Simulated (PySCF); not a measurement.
```xyz
9

Si    0.0098   -0.0021   -0.0062
S    -0.1801   -0.0414    2.1209
H     0.3373    1.1964    2.2962
S     1.9981   -0.0325   -0.7858
H     2.2394   -1.3053   -0.3954
S    -0.8436    1.8488   -0.6494
H    -0.4685    1.6888   -1.9393
S    -0.9248   -1.7889   -0.7123
H    -2.0348   -1.6333    0.0457
```

Geometry: PBE0-D3(BJ)/def2-SVP.

The calculation used PySCF, PBE0/pcSseg-1, SCF density, gas phase, non-relativistic.

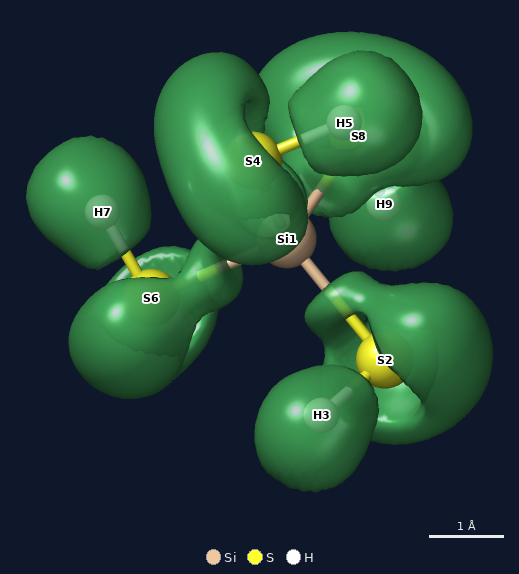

H4S4Si (Si(SH)4). Isosurface of the ELF at 0.8 (green), seen at a tilt. Only the valence region is drawn (cores and ρ < 0.01 e/Å³ removed).

What do the ELF domains correspond to?

Answer. At this value the surface marks out four regions around hydrogen nuclei and four regions on S in which the atom's valence shell and bonds are merged. Profiles from the grid: Si–S (2.14 Å): the ELF peaks at about 0.90 between the atoms; localised, covalent bonding. S–H (1.35 Å): the ELF climbs to about 1 towards the hydrogen, as it does in any bond to H.
